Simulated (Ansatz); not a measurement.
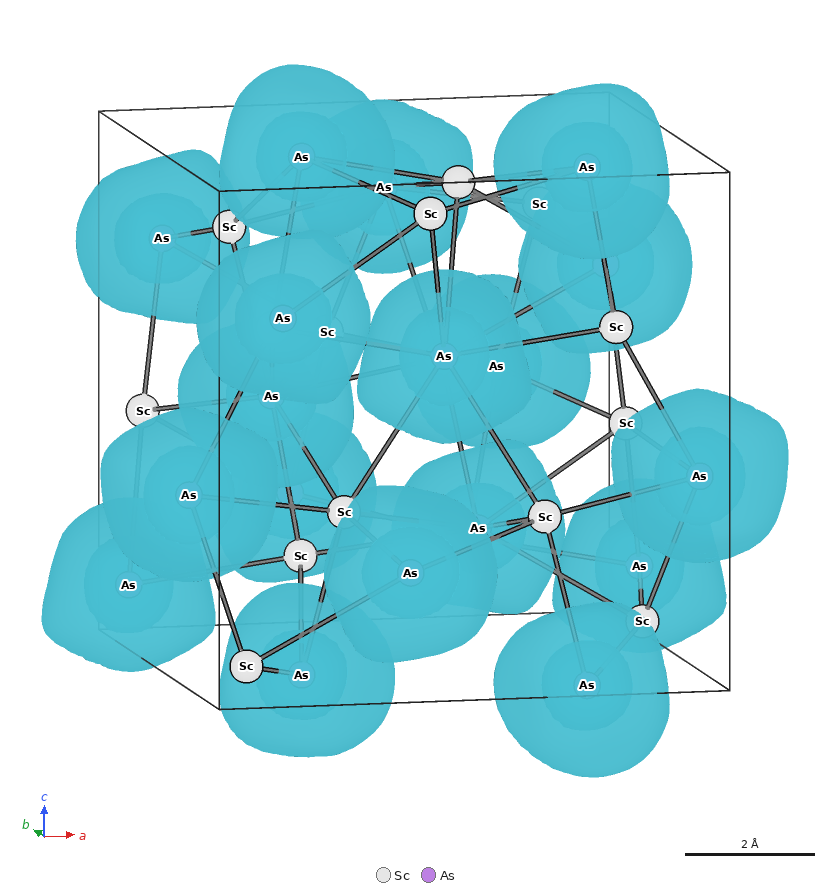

Sc$_{4}$As$_{3}$. Isosurface of the ELF at 0.6 (cyan), seen slightly off an axis. Core shells and regions of very low density are left out. Sticks mark near contacts.

Space group I-43d; a generated structure, not necessarily the stable one.

These are results of DFT PBE, scalar-relativistic, plane waves, PAW in Ansatz 0.2.0, not measurements.

Core electrons are frozen (PAW), and the valence fields are smoothed inside the atomic spheres.

### What do the ELF domains correspond to?

The ELF exceeds this value in twelve regions wrapped around As (the valence shell of each), counted in one cell of 28 atoms. Regions shared between cells count once. Along the contacts the grid gives the following. Sc–As (2.71 Å): the ELF is about 0.40 at the midpoint. Sc–As (2.95 Å): the ELF peaks at about 0.70 in the valence shell of As, 1.1 Å from its nucleus, and is about 0.40 at the midpoint.
